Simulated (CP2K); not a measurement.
# C2H4AlF (SMILES F[CH]1[CH2][AlH]1): a first try and a second

Wanted: energy and gradient of C2H4AlF, MNDO.

Program for the calculation: CP2K 2026.2.

2 further runs of the same task are left out: 2 set aside as unsound or not needed.

### 1 The molecule

The species is C2H4AlF (8 atoms), meant as a singlet with charge 0. SMILES: `F[CH]1[CH2][AlH]1`. Geometry: a GFN2-xTB relaxation, a rough one for these elements and not checked as a minimum.

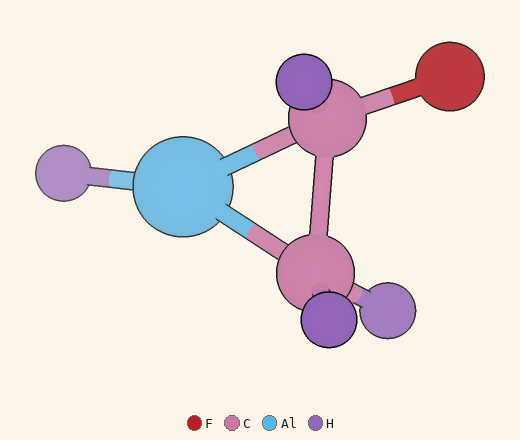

The structure, seen from a chosen angle (fluorine red, carbon pink, aluminium blue, hydrogen purple).

### 2 The input as first written

molecule.inp reads:

```
&GLOBAL
 PROJECT molecule
 RUN_TYPE ENERGY_FORCE
 PRINT_LEVEL MEDIUM
&END GLOBAL

&FORCE_EVAL
 METHOD Quickstep
 &DFT
  CHARGE 0
  MULTIPLICITY 1
  ! Quickstep
  &QS
   METHOD MNDO
   EPS_DEFAULT 1.0E-10
   &SE
    &COULOMB
     CUTOFF [angstrom] 50
     RC_RANGE [angstrom] 0
    &END COULOMB
    &EXCHANGE
     CUTOFF [angstrom] 50
     RC_RANGE [angstrom] 0
    &END EXCHANGE
   &END SE
  &END QS
  &POISSON
   PERIODIC NONE
   POISSON_SOLVER ANALYTIC
  &END POISSON
  &SCF
   SCF_GUESS ATOMIC
   EPS_SCF 1.0E-06
   MAX_SCF 38
   &OT ON
    MINIMIZER DIIS
    PRECONDITIONER FULL_ALL
   &END OT
   &OUTER_SCF
    EPS_SCF 1.0E-06
    MAX_SCF 2
   &END OUTER_SCF
  &END SCF
  ! extra output
  &PRINT
   &MOMENTS
    PERIODIC F
    REFERENCE COM
    MAX_MOMENT 1
   &END MOMENTS
   &MO_CUBES
    NLUMO 5
    NHOMO -1
    WRITE_CUBE F
   &END MO_CUBES
   &HIRSHFELD OFF
   &END HIRSHFELD
  &END PRINT
 &END DFT
 ! atoms, cell and kinds
 &SUBSYS
  ! box in angstrom
  &CELL
   ABC [angstrom] 15.8 15.7 14.1
   PERIODIC NONE
  &END CELL
  &COORD
   F     -1.891660    -0.275750     0.703850
   C     -0.510930    -0.345960     0.637740
   C      0.140100     0.855180    -0.265220
   Al     0.866070    -0.910120    -0.649850
   H      1.947970    -1.972050    -1.354220
   H     -0.589070     1.136730    -1.030760
   H      0.405890     1.760800     0.278300
   H      1.747970    -1.972050    -1.354220
  &END COORD
  &TOPOLOGY
   &CENTER_COORDINATES
   &END CENTER_COORDINATES
  &END TOPOLOGY
 &END SUBSYS
 ! extra output
 &PRINT
  &FORCES ON
  &END FORCES
 &END PRINT
&END FORCE_EVAL
```

Started as:

```sh
$ OMP_NUM_THREADS=1 cp2k.psmp molecule.inp > molecule.out
```

What it wrote:

```text
CP2K| version string:                                       CP2K version 2026.2
[...]
 GLOBAL| Method name                                                        CP2K
[...]
 GLOBAL| Run type                                                   ENERGY_FORCE
[...]
                             - Atoms:                                          8
[...]
                             - Spherical basis functions:                     20
[...]
 *** WARNING in particle_methods.F:720 :: The distance between the atoms 5 ***
 *** and 8 is only 0.200 angstrom and thus smaller than the threshold of   ***
 *** 0.500 angstrom                                                        ***
[...]
 Number of electrons:                                                         22
[...]
     1 OT DIIS     0.15E+00    0.0     0.48453835       -25.4078336739 -2.54E+01
[...]
    11 OT DIIS     0.15E+00    0.0     0.00000061       -30.3912181223 -9.80E-11
  *** SCF run converged in    11 steps ***
  Core-core repulsion energy [eV]:                           1164.73829374617912
  Core Hamiltonian energy [eV]:                             -1355.61860150618713
  Two-electron integral energy [eV]:                        -1272.21358886686085
  Electronic energy [eV]:                                   -1991.72539593961733
  Total energy [eV]:                                         -826.98710219343832
  Atomic reference energy [eV]:                               837.91873713003076
  Heat of formation [kcal/mol]:                               252.08951030915313
[...]
 SE_DIPOLE| Moment [Debye]         -2.54480026      -0.09770131       0.38118592
 SE_DIPOLE| Derivative [a.u.]       0.00000000       0.00000000       0.00000000
 *** WARNING in qs_scf_post_se.F:140 :: Printing of MO cube files not ***
 *** implemented for Semi-Empirical method.                           ***
 ENERGY| Total FORCE_EVAL ( QS ) energy [hartree]            -30.391218122295161
 FORCES| Atomic forces [hartree/bohr]
 FORCES|   Atom     x               y               z               |f|
 FORCES|      1  1.11361328E-01 -1.00259016E-02  6.86652529E-03   1.12022378E-01
 FORCES|      2 -9.26145429E-02  5.70654848E-02 -3.86549169E-02   1.15447502E-01
 FORCES|      3 -1.97904003E-02 -7.02002353E-02  2.72932173E-02   7.78758801E-02
 FORCES|      4 -7.08845266E-02  7.80216361E-02  5.06933936E-02   1.16969278E-01
 FORCES|      5  7.08499343E-01 -2.23765417E-02 -1.67511758E-02   7.09050513E-01
 FORCES|      6  1.23964453E-04  6.11099702E-03 -9.63537182E-03   1.14105233E-02
 FORCES|      7  8.33016724E-03 -4.21973527E-03  4.50054925E-03   1.03659440E-02
 FORCES|      8 -6.45025332E-01 -3.43757040E-02 -2.43122209E-02   6.46398060E-01
 FORCES| Sum     5.55111512E-16 -2.22044605E-16 -2.77555756E-17
 FORCES| Total atomic force                                       5.98517309E-16
[...]
```

It took 1.2 s on 1 thread of Intel Xeon 6975P-C (Granite Rapids), shared host; peak memory 0.18 GiB.

### 3 Diagnosis

The run finished; that doesn't make the result usable.

Cause: two atoms lie on top of or far too near each other. As the program read them, the closest atoms are 0.20 Å apart, against 1.09 Å in the sound input.

### 4 Try two

run.inp reads:

```
&GLOBAL
  PROJECT_NAME run
  RUN_TYPE ENERGY_FORCE
  PRINT_LEVEL MEDIUM
&END

&FORCE_EVAL
  METHOD Quickstep
  &DFT
    CHARGE 0
    MULTIPLICITY 1
    &QS
      METHOD MNDO
      EPS_DEFAULT 1.0E-10
      &SE
        &COULOMB
          CUTOFF [angstrom] 50
          RC_RANGE [angstrom] 0
        &END
        &EXCHANGE
          CUTOFF [angstrom] 50
          RC_RANGE [angstrom] 0
        &END
      &END
    &END
    &POISSON
      PERIODIC NONE
      POISSON_SOLVER ANALYTIC
    &END
    &SCF
      SCF_GUESS ATOMIC
      EPS_SCF 1.0E-06
      MAX_SCF 30
      &OT ON
        MINIMIZER DIIS
        PRECONDITIONER FULL_ALL
      &END
      &OUTER_SCF
        EPS_SCF 1.0E-06
        MAX_SCF 10
      &END
    &END
    &PRINT
      &MOMENTS
        PERIODIC F
        REFERENCE COM
        MAX_MOMENT 1
      &END
      &MO_CUBES
        NLUMO 5
        NHOMO -1
        WRITE_CUBE F
      &END
      &HIRSHFELD OFF
      &END
    &END
  &END
  &SUBSYS
    &CELL
      ABC [angstrom] 15.6 15.7 15
      PERIODIC NONE
    &END
    &COORD
      F     -1.891660    -0.275750     0.703850
      C     -0.510930    -0.345960     0.637740
      C      0.140100     0.855180    -0.265220
      Al     0.866070    -0.910120    -0.649850
      H     -0.168380    -0.248830     1.680170
      H     -0.589070     1.136730    -1.030760
      H      0.405890     1.760800     0.278300
      H      1.747970    -1.972050    -1.354220
    &END
    &TOPOLOGY
      &CENTER_COORDINATES
      &END
    &END
  &END
  &PRINT
    &FORCES ON
    &END
  &END
&END
```

Started as:

```sh
$ OMP_NUM_THREADS=1 cp2k.psmp -i run.inp -o run.out
```

What it wrote:

```text
CP2K| version string:                                       CP2K version 2026.2
[...]
 GLOBAL| Method name                                                        CP2K
[...]
 GLOBAL| Run type                                                   ENERGY_FORCE
[...]
                             - Atoms:                                          8
[...]
                             - Spherical basis functions:                     20
[...]
 Number of electrons:                                                         22
[...]
     1 OT DIIS     0.15E+00    0.0     0.48076664       -26.1488262876 -2.61E+01
[...]
     6 OT DIIS     0.15E+00    0.0     0.00000038       -30.7825721706 -1.66E-10
  *** SCF run converged in     6 steps ***
  Core-core repulsion energy [eV]:                           1194.51830142350718
  Core Hamiltonian energy [eV]:                             -1355.26934585742652
  Two-electron integral energy [eV]:                        -1353.77068598367214
  Electronic energy [eV]:                                   -2032.15468884926281
  Total energy [eV]:                                         -837.63638742575540
  Atomic reference energy [eV]:                               837.91873713003076
  Heat of formation [kcal/mol]:                                 6.51113937664142
[...]
 SE_DIPOLE| Moment [Debye]         -3.32247502       1.21171612       1.38699676
 SE_DIPOLE| Derivative [a.u.]       0.00000000       0.00000000       0.00000000
 *** WARNING in qs_scf_post_se.F:140 :: Printing of MO cube files not ***
 *** implemented for Semi-Empirical method.                           ***
 ENERGY| Total FORCE_EVAL ( QS ) energy [hartree]            -30.782572170586764
 FORCES| Atomic forces [hartree/bohr]
 FORCES|   Atom     x               y               z               |f|
 FORCES|      1  4.91130514E-02 -1.57433689E-02 -1.08239063E-02   5.26982204E-02
 FORCES|      2 -1.58536411E-02  3.61705982E-02 -3.47667327E-02   5.26153572E-02
 FORCES|      3 -7.81737196E-03 -7.15103678E-02  9.45946502E-03   7.25556717E-02
 FORCES|      4 -2.40659647E-02  2.66431599E-02  1.85985323E-02   4.04343175E-02
 FORCES|      5  1.05140456E-02 -6.10475491E-03  6.80182507E-03   1.39311885E-02
 FORCES|      6  5.73027986E-04  5.16316870E-03 -9.78758984E-03   1.10807756E-02
 FORCES|      7  1.08800084E-02 -2.73963792E-03  1.69335849E-03   1.13467027E-02
 FORCES|      8 -2.33431557E-02  2.81212028E-02  1.88250480E-02   4.11106725E-02
 FORCES| Sum     1.11022302E-15  1.11022302E-16  1.11022302E-16
 FORCES| Total atomic force                                       1.12127029E-15
[...]
```

Run time: 1.1 s. Hardware: 1 thread of Intel Xeon 6975P-C (Granite Rapids), shared host; peak memory 0.18 GiB.

### 5 Outcome

At MNDO:

```
                                 quantity         value
                             total energy  -30.78257 Eh
                            dipole moment        3.80 D
heat of formation at this unrelaxed shape  6.5 kcal/mol
                 largest force on an atom    3.731 eV/Å
```

The first attempt's energy was +10.649 eV off this one. The largest force is 3.73 eV/Å: the shape isn't a stationary point for this species at this level.
